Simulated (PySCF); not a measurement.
# C2H7F2NSi3: the cost of one run

Programs: PySCF 2.14.0, with routines of our own; each step states its level. All values are computed. Atoms count from 0.

### 1 The starting structure

15 atoms, charge 0, multiplicity 1; geometry from: GFN2-xTB.

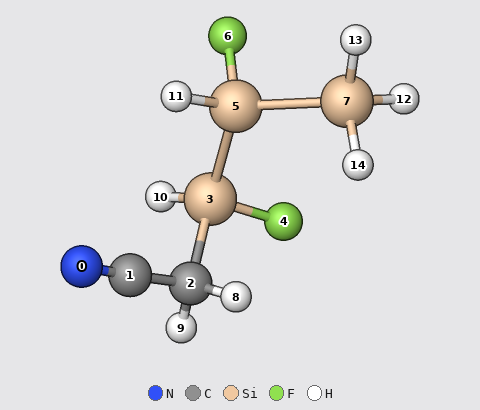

The starting geometry (nitrogen blue, carbon grey, silicon light orange, fluorine green, hydrogen white).

### 2 Circular dichroism and optical rotation: TDDFT CAM-B3LYP/def2-SVPD

The job: settings as JSON, then the geometry in Å.

```
{"job": {"kind": "ecd", "xc": "CAM-B3LYP", "basis": "def2-SVPD", "nstates": 12}, "charge": 0, "multiplicity": 1}
N     -3.197654    -0.814646     1.388759
C     -2.688615    -0.511758     0.409011
C     -2.022392    -0.107581    -0.784381
Si    -0.688567     1.237071    -0.442865
F     -0.031523     1.401551    -1.922912
Si     0.949314     0.408999     0.961088
F      1.723044     1.729523     1.512211
Si     2.564883    -1.013875     0.078106
H     -1.553650    -0.984035    -1.237768
H     -2.763516     0.272834    -1.489100
H     -1.377834     2.516328    -0.281374
H      0.319698    -0.067348     2.196928
H      3.317041    -0.384385    -1.010901
H      3.534762    -1.469438     1.077229
H      1.910597    -2.205249    -0.475941
```

Method: TDDFT CAM-B3LYP/def2-SVPD circular dichroism and optical rotation, one conformer, gas phase.

Launch:

```console
$ OMP_NUM_THREADS=1 python excited_run.py task.json out
```

One launch serves the whole session: the jobs run in the order shown.

Q: Estimate the wall time and peak memory of this job on 1 thread of Arm Neoverse N1, shared host.

About 4.2 min, with a peak of 1.1 GiB.
